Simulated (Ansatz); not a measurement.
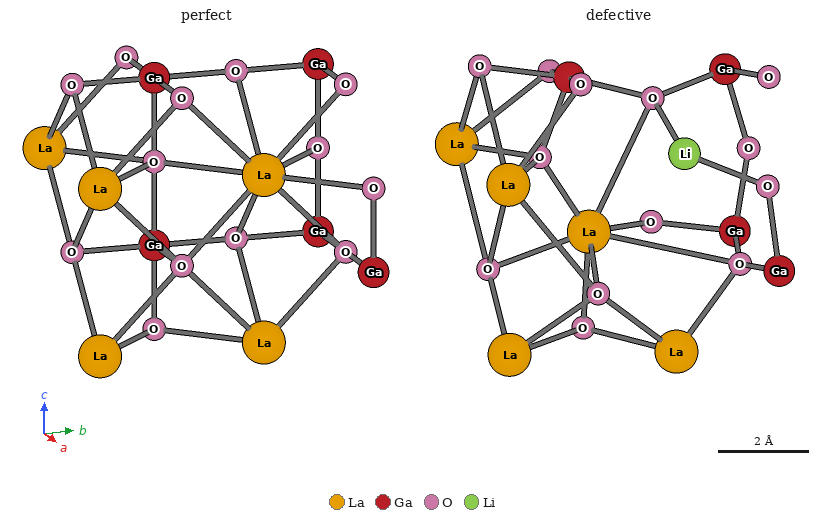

Left: perfect LaGaO3. Right: the same region with a pair of point defects, after relaxing the atoms in a supercell of 40 sites. Style: ball-and-stick. Shown: the atoms within 4.6 Å of one point, in a slice 4.2 Å thick across the line of sight, slightly off an axis.

Level of theory: Ansatz, DFT, PBEsol, PAW, plane waves. Settings: plane-wave cutoff 420 eV; k-point mesh 1 × 1 × 1; mesh shifted by (0.25, 0.25, 0.25); no spin polarisation. Fermi-Dirac smearing of 0.01 eV. The axes drawn are those of the host's conventional cell.

What kind of defect was made?

Answer. A lanthanum atom is replaced by lithium and a gallium atom is replaced by lanthanum, the two sites 3.3 Å apart.

The charge state of the cell is 0.

What does the relaxation do around it?

Answer. In the host the La atom has 12 O at 2.73 Å; the Li atom ends with 4 O at 2.03 to 2.13 Å. In the host the Ga atom has 6 O at 1.93 Å; the La atom ends with 6 O at 2.17 to 2.46 Å. Of the host's atoms, an oxygen atom moves furthest from its site, by 1.01 Å. The Li atom itself moves 0.69 Å from where it was put. The La atom itself moves 0.61 Å from where it was put.

Limits of the set-up: the periodic images lie only 7.7 Å apart, so the values are limited by the cell's size.
